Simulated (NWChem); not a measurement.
# One shape, several levels: C3H7BO (SMILES BCC(C)=O)

Aim: a comparison of 3 runs (HF/STO-3G, HF/3-21G, B3LYP/6-31G*) of C3H7BO. 

The calculation is run with NWChem 7.3.0.

### Step 1. The molecule

C3H7BO has 12 atoms, charge 0, and is taken as a singlet. SMILES: `BCC(C)=O`. The coordinates come from a PBE0-D4/def2-TZVP relaxation. This is one conformer, not always the lowest.

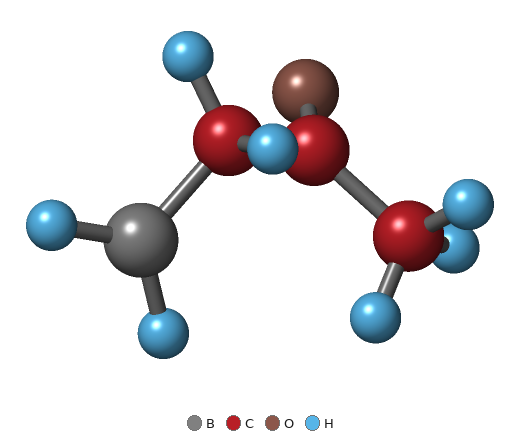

Viewed from a chosen angle; boron grey, carbon red, oxygen brown, hydrogen blue.

### Step 2. Energy and gradient at HF/STO-3G (run 1)

struct.nw

```
start struct
memory stack 880 mb heap 220 mb global 1100 mb
geometry units angstrom noautosym nocenter noautoz
B    -1.581200    0.801000    0.222700
C    -0.384500    0.117100    0.946500
C     0.927400    0.170900    0.212200
C     1.083400   -0.737900   -0.977300
O     1.804700    0.920200    0.564200
H    -2.525100    1.170600    0.856000
H    -1.603000    0.910600   -0.969000
H    -0.743000   -0.928900    0.990700
H    -0.259300    0.457700    1.976000
H     1.975700   -0.468400   -1.539000
H     0.203200   -0.697900   -1.623000
H     1.178600   -1.770300   -0.625900
end
basis spherical bse
* library STO-3G
end
scf
thresh 1e-08
maxiter 80
noprint "final vectors analysis"
end
task scf gradient
```

The run is started by

```
$ nwchem struct.nw > struct.out
```

The log of the run:

```text
[...]
  functions       =    32
[...]
  wavefunction    = RHF
[...]
         Total SCF energy =   -214.471547295029
      One-electron energy =   -606.747409816322
      Two-electron energy =    233.601504711583
 Nuclear repulsion energy =    158.674357809711
        Time for solution =      3.5s
[...]
                         RHF ENERGY GRADIENTS
    atom               coordinates                        gradient
                 x          y          z           x          y          z
   1 B      -2.988035   1.513671   0.420842    0.024735  -0.018022   0.013078
   2 C      -0.726600   0.221287   1.788626    0.027936   0.019260  -0.018314
   3 C       1.752532   0.322954   0.401000    0.001194  -0.002718  -0.001437
   4 C       2.047329  -1.394429  -1.846829    0.001200   0.025301   0.020943
   5 O       3.410388   1.738926   1.066183   -0.027171  -0.020670  -0.008895
   6 H      -4.771747   2.212113   1.617605   -0.016539   0.006694   0.012410
   7 H      -3.029231   1.720784  -1.831144    0.000251   0.002016  -0.022801
   8 H      -1.404066  -1.755366   1.872152   -0.008090  -0.008059  -0.002776
   9 H      -0.490006   0.864928   3.734099    0.001002   0.001133   0.005915
  10 H       3.733532  -0.885148  -2.908288    0.003516   0.002048   0.000036
  11 H       0.383992  -1.318840  -3.067025   -0.006706  -0.001613  -0.001972
[...]
```

It took 4.8 s on 1 thread of Intel Xeon 6975P-C (Granite Rapids), shared host; peak memory 0.096 GiB.

### Step 3. Energy and gradient at HF/3-21G (run 2)

work.nw

```
start work
title "C3H7BO hf"
memory 2200 mb

geometry noautosym nocenter noautoz
   B    -1.581200    0.801000    0.222700
   C    -0.384500    0.117100    0.946500
   C     0.927400    0.170900    0.212200
   C     1.083400   -0.737900   -0.977300
   O     1.804700    0.920200    0.564200
   H    -2.525100    1.170600    0.856000
   H    -1.603000    0.910600   -0.969000
   H    -0.743000   -0.928900    0.990700
   H    -0.259300    0.457700    1.976000
   H     1.975700   -0.468400   -1.539000
   H     0.203200   -0.697900   -1.623000
   H     1.178600   -1.770300   -0.625900
end

basis spherical bse
   * library 3-21G
end

scf
   thresh 1e-08
   maxiter 80
   print low
end

task scf gradient
```

The run is started by

```
$ nwchem work.nw > work.out
```

The log of the run:

```text
[...]
  functions       =    59
[...]
  wavefunction    = RHF
[...]
         Total SCF energy =   -215.989197605977
      One-electron energy =   -606.587439980991
      Two-electron energy =    231.923884565304
 Nuclear repulsion energy =    158.674357809711
        Time for solution =      3.5s
[...]
                         RHF ENERGY GRADIENTS
    atom               coordinates                        gradient
                 x          y          z           x          y          z
   1 B      -2.988035   1.513671   0.420842    0.010649  -0.010445   0.005398
   2 C      -0.726600   0.221287   1.788626    0.001583   0.014333  -0.007771
   3 C       1.752532   0.322954   0.401000    0.002632  -0.000821  -0.000977
   4 C       2.047329  -1.394429  -1.846829    0.003257   0.008937   0.006566
   5 O       3.410388   1.738926   1.066183   -0.010659  -0.007581  -0.002792
   6 H      -4.771747   2.212113   1.617605   -0.002014   0.001363   0.002790
   7 H      -3.029231   1.720784  -1.831144    0.000534  -0.000015  -0.003647
   8 H      -1.404066  -1.755366   1.872152   -0.004204  -0.002845  -0.002030
   9 H      -0.490006   0.864928   3.734099   -0.000530   0.001078   0.006427
  10 H       3.733532  -0.885148  -2.908288    0.005209   0.001313  -0.003324
  11 H       0.383992  -1.318840  -3.067025   -0.005891  -0.000437  -0.002801
[...]
```

It took 5.1 s on 1 thread of Intel Xeon 6975P-C (Granite Rapids), shared host; peak memory 0.096 GiB.

### Step 4. Energy and forces at B3LYP/6-31G(d) (Cartesian functions) (run 3)

run.py

```python
from ase import Atoms
from ase.calculators.nwchem import NWChem

mol = Atoms(['B', 'C', 'C', 'C', 'O', 'H', 'H', 'H', 'H', 'H', 'H', 'H'], positions=[
    [-1.581200, 0.801000, 0.222700],
    [-0.384500, 0.117100, 0.946500],
    [0.927400, 0.170900, 0.212200],
    [1.083400, -0.737900, -0.977300],
    [1.804700, 0.920200, 0.564200],
    [-2.525100, 1.170600, 0.856000],
    [-1.603000, 0.910600, -0.969000],
    [-0.743000, -0.928900, 0.990700],
    [-0.259300, 0.457700, 1.976000],
    [1.975700, -0.468400, -1.539000],
    [0.203200, -0.697900, -1.623000],
    [1.178600, -1.770300, -0.625900],
])

calc = NWChem(
    label='calc',
    theory='dft',
    memory='2200 mb',
    basis='6-31G*',
    dft={'xc': 'b3lyp', 'mult': '1', 'grid': 'xfine', 'convergence': 'energy 1e-08', 'iterations': '100', 'mulliken': None},
)
mol.calc = calc

forces = mol.get_forces()
print(f"energy = {mol.get_potential_energy():.6f} eV")
print("forces (eV/A):")
for s, f in zip(mol.symbols, forces):
    print(f"{s:2s} {f[0]:10.5f} {f[1]:10.5f} {f[2]:10.5f}")
print("dipole (e A):", mol.get_dipole_moment().round(4))
```

The run is started by

```
$ export ASE_NWCHEM_COMMAND="nwchem PREFIX.nwi > PREFIX.nwo"
$ python run.py
```

The log of the run:

```text
energy = -5948.014518 eV
forces (eV/A):
B    -0.20867    0.14177   -0.07883
C    -0.17946   -0.11899    0.15154
C    -0.33090   -0.27542   -0.11801
C    -0.00632   -0.16969   -0.18692
O     0.73570    0.61357    0.28591
H    -0.01460    0.01136   -0.01856
H    -0.02952    0.00118    0.00365
H    -0.03409   -0.09210    0.04371
H     0.01296    0.02977    0.10228
H     0.09282    0.01789   -0.07019
H    -0.06145   -0.02149   -0.10881
H     0.02350   -0.13791   -0.00581
dipole (e A): [-0.3706 -0.4203 -0.1033]
```

The calculator wrote calc.nwi:

```
title "calc"

permanent_dir calc

scratch_dir calc

start calc

geometry units angstrom nocenter noautosym noautoz
  B  -1.5811999999999999e+00 8.0100000000000005e-01 2.2270000000000001e-01
  C  -3.8450000000000001e-01 1.1710000000000000e-01 9.4650000000000001e-01
  C  9.2740000000000000e-01 1.7090000000000000e-01 2.1220000000000000e-01
  C  1.0833999999999999e+00 -7.3790000000000000e-01 -9.7729999999999995e-01
  O  1.8047000000000000e+00 9.2020000000000002e-01 5.6420000000000003e-01
  H  -2.5251000000000001e+00 1.1706000000000001e+00 8.5599999999999998e-01
  H  -1.6030000000000000e+00 9.1059999999999997e-01 -9.6899999999999997e-01
  H  -7.4299999999999999e-01 -9.2889999999999995e-01 9.9070000000000003e-01
  H  -2.5929999999999997e-01 4.5770000000000000e-01 1.9760000000000000e+00
  H  1.9757000000000000e+00 -4.6839999999999998e-01 -1.5389999999999999e+00
  H  2.0319999999999999e-01 -6.9789999999999996e-01 -1.6230000000000000e+00
  H  1.1786000000000001e+00 -1.7703000000000000e+00 -6.2590000000000001e-01
end

memory 2200 mb

basis noprint
   * library 6-31G*
end

dft
  xc b3lyp
  mult 1
  grid xfine
  convergence energy 1e-08
  iterations 100
  mulliken
end

task dft gradient
```

calc.nwo:

```text
Northwest Computational Chemistry Package (NWChem) 7.3.0
             --------------------------------------------------------

           Job information
           ---------------

    nwchem branch   = 7.3.0
    use scalapack   = T
    input           = calc.nwi
    prefix          = calc.
    data base       = calc/calc.db
    status          = startup
    nproc           =        1

           Memory information
           ------------------

    heap     =     72089600 doubles =      550.0 Mbytes
    stack    =     72089597 doubles =      550.0 Mbytes
    global   =    144179200 doubles =     1100.0 Mbytes (distinct from heap & stack)
    total    =    288358397 doubles =     2200.0 Mbytes
    verify   = yes
    hardfail = no

[... 113 lines left out ...]
  convergence criterion.
[... 41 lines left out ...]
          Spatial weights used:  Erf1
[... 82 lines left out ...]
         Total DFT energy =     -218.585503623577
[... 3 lines left out ...]
 Nuclear repulsion energy =      158.674357809710
[... 690 lines left out ...]
          Convergence on gradient requested:  5.00D-04
[... 28 lines left out ...]
          total energy or number of iterations.
[... 26 lines left out ...]
                         DFT ENERGY GRADIENTS

    atom               coordinates                        gradient
                 x          y          z           x          y          z
   1 B      -2.988035   1.513671   0.420842    0.004058  -0.002757   0.001533
   2 C      -0.726600   0.221287   1.788626    0.003490   0.002314  -0.002947
   3 C       1.752532   0.322954   0.401000    0.006435   0.005356   0.002295
[... 8 lines of this table left out ...]
  12 H       2.227231  -3.345382  -1.182779   -0.000457   0.002682   0.000113

                 ----------------------------------------
                 |  Time  |  1-e(secs)   |  2-e(secs)   |
                 ----------------------------------------
                 |  CPU   |       0.01   |       2.16   |
                 ----------------------------------------
                 |  WALL  |       0.01   |       2.16   |
                 ----------------------------------------

 Task  times  cpu:       66.2s     wall:       66.2s
 Total times  cpu:       66.2s     wall:       66.2s
```

Run time: 68 s. Hardware: 1 thread of Intel Xeon 6975P-C (Granite Rapids), shared host; peak memory 0.16 GiB.

### Step 5. Overview of the runs

| run | level | Cartesian functions | iteration cap | energy (Eh) | dipole moment (D) | largest force (eV/Å) | wall time |
| --- | --- | --- | --- | --- | --- | --- | --- |
| 1 | HF/STO-3G | no | 80 | -214.471547 | 1.96 | 1.983 | 4.8 s |
| 2 | HF/3-21G | no | 80 | -215.989198 | – | 0.842 | 5.1 s |
| 3 | B3LYP/6-31G* (Cartesian functions) | yes | 100 | -218.585504 | 2.74 | 1.000 | 68 s |

### Step 6. Results

| quantity | value |
| --- | --- |
| run 3: total energy | -218.58550 Eh |
| run 3: dipole moment | 2.74 D |
| run 3: HOMO energy | -6.60 eV |
| run 3: LUMO energy | -1.49 eV |
| run 3: HOMO–LUMO gap | 5.11 eV |
| run 3: largest force on an atom | 1.000 eV/Å |

What this shows: In run 1 the basis is minimal, so the values are rough. All runs together took 77 s, the longest 68 s.
